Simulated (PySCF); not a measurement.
**C₂H₈OSSi: electronic excitations and core binding energies**

Wanted: the electronic excitations and core binding energies of C₂H₈OSSi (`CC[Si@H](O)S`), by calculation.

Programs: PySCF 2.14.0, with density-fitted response routines of our own. Each step states its level of theory. These are calculated values for one molecule in the gas phase, unless marked as measured. Atoms count from 0, in the outputs and in this text.

**1. The starting structure**

13 atoms, charge 0, multiplicity 1; geometry from: GFN2-xTB.

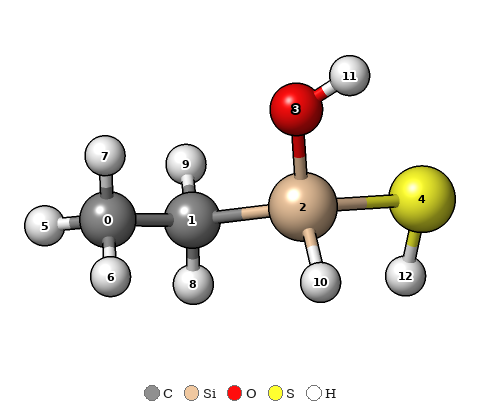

As it starts; carbon grey, silicon light orange, oxygen red, sulfur yellow, hydrogen white, atoms numbered.

**2. TDDFT and polarisability: wB97X-D/def2-SVPD**

Job settings and geometry (Å):

```
{"job": {"kind": "uv", "xc": "wB97X-D", "basis": "def2-SVPD", "nstates": 8, "ntriplets": 3}, "charge": 0, "multiplicity": 1}
C     -1.824594    -0.100367     0.296393
C     -0.613811     0.562500    -0.349671
Si     0.977125    -0.410468    -0.023932
O      1.171987    -0.471079     1.581063
S      2.711553     0.596914    -0.837010
H     -2.726559     0.482698     0.119248
H     -1.976888    -1.097910    -0.108765
H     -1.675490    -0.189688     1.368969
H     -0.787539     0.656270    -1.423227
H     -0.514236     1.578105     0.039675
H      0.974137    -1.752613    -0.600865
H      2.027313    -0.580857     1.989195
H      2.252613     0.726981    -2.068801
```

Level: TDDFT wB97X-D/def2-SVPD, vertical, gas phase, core orbitals frozen in the response.

Started as:

```console
$ OMP_NUM_THREADS=1 python probes_run.py task.json out
```

This one command runs all jobs of the session in turn.

**Question.** This job is followed by: delta-SCF UKS SCAN, pcX-2 on the ionised atom, pcseg-1 elsewhere, spin-free X2C. What will the session give for the following? lowest singlet (wB97X-D/def2-SVPD); brightest single state of those computed; lowest triplet; surface potential, least and greatest; C1s binding energies, SCAN/pcX-2; Si1s binding energies, SCAN/pcX-2; Si2p binding energies, SCAN/pcX-2; O1s binding energies, SCAN/pcX-2; S1s binding energies, SCAN/pcX-2; S2p binding energies, SCAN/pcX-2.

The runs gave:

```
                                quantity                        value
      lowest singlet (wB97X-D/def2-SVPD)  6.04 eV (205 nm), f = 0.003
brightest single state of those computed  state 7, 7.96 eV, f = 0.061
                          lowest triplet                      5.74 eV
   surface potential, least and greatest           -0.99 V and 2.44 V
        C1s binding energies, SCAN/pcX-2      C0 290.62, C1 290.21 eV
       Si1s binding energies, SCAN/pcX-2               Si2 1847.33 eV
       Si2p binding energies, SCAN/pcX-2                Si2 107.59 eV
        O1s binding energies, SCAN/pcX-2                 O3 538.83 eV
        S1s binding energies, SCAN/pcX-2                S4 2476.79 eV
        S2p binding energies, SCAN/pcX-2                 S4 169.43 eV
```

The first singlet state (HOMO→LUMO 0.73, HOMO→LUMO+3 0.10) lies at 6.04 eV and is weak; of the 8 states computed, the strongest absorption comes from state 7 at 7.96 eV. The lowest triplet lies 0.30 eV below the lowest singlet (triplets in Tamm-Dancoff, singlets in full TDDFT). C0 (methyl carbon) binds its C1s electron 0.41 eV more tightly than C1 (sp3 CH2 bonded to Si).
